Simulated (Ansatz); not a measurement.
# LiF, pressure series

Consider LiF in the rock salt structure (space group Fm-3m, No. 225; a = 4.068 Å).

Cell and atoms are relaxed at each pressure.

Computed with plane-wave PAW DFT at the PBE level (Ansatz, an electronic-structure program, 420 eV), scalar-relativistic without spin-orbit coupling.

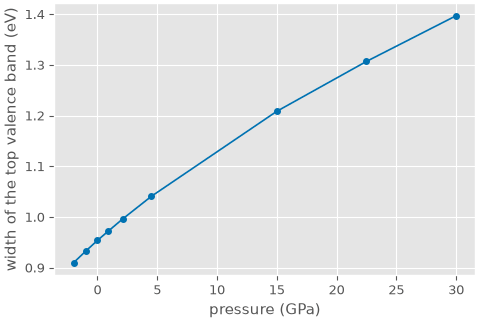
*Width of the top valence band against pressure*

**Question.** From the plot, what is the width of the top valence band for pressure 2.1 GPa?

**Answer.** About 1.00 eV.

**Question.** Is the trend monotonic over the range shown?

**Answer.** Yes, it rises throughout, spanning 0.91 eV to 1.40 eV.

The levels and masses belong to the bands next to the band gap. Load acts through the strain it causes; cell and atoms are relaxed under it. Whether these cells are dynamically stable was not tested. Competing high-pressure phases were not computed.
